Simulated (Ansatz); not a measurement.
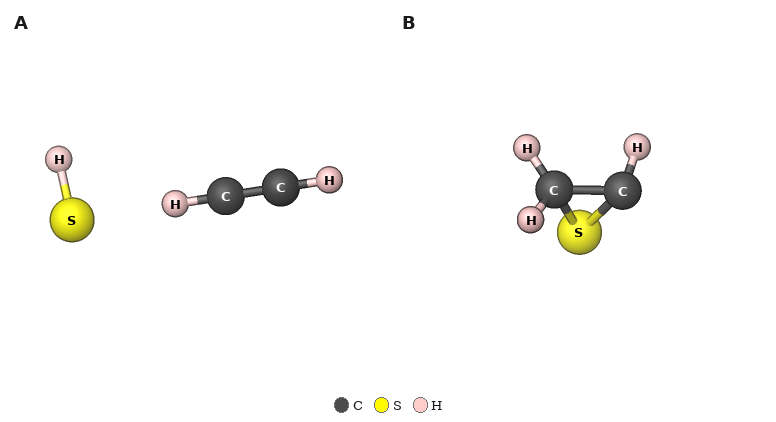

2 stationary structures of one formula. The species has charge −1 and is a spin singlet. Geometries: PBE-D4/def2-SVPD. Electronic energies: PBE-D4/def2-SVPD (Ansatz 0.2.0), without zero-point energy. No frequency run is at hand to confirm each as a minimum.

### Rank them by energy, lowest first.

A is lowest; B lies 56.8 kJ/mol above it (C1).
